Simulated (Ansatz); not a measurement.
# Pressure series in Ta

Consider Ta in the bcc (W type) structure (space group Im-3m, No. 229; a = 3.305 Å).

Cell and atoms are relaxed at each pressure.

Computed with DFT with r2SCAN, PAW potentials and a 500 eV plane-wave cutoff in Ansatz (an electronic-structure program), spin-orbit coupling left out, earlier PAW set.

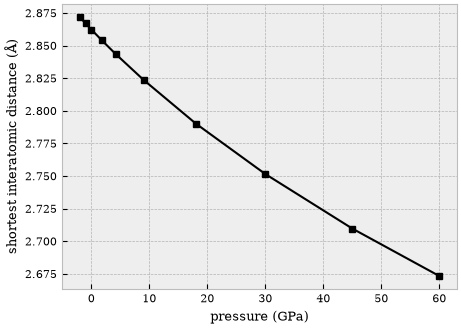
Figure. Shortest interatomic distance against pressure

Problem. From the plot, what is the shortest interatomic distance for pressure 4.2 GPa?

Solution. About 2.84 Å.

Problem. Is the trend monotonic over the range shown?

Solution. Yes, it falls throughout, spanning 2.673 Å to 2.872 Å.

Load acts through the strain it causes; cell and atoms are relaxed under it. No phonon test of stability was made. Competing high-pressure phases were not computed. The final runs are not spin-polarised.
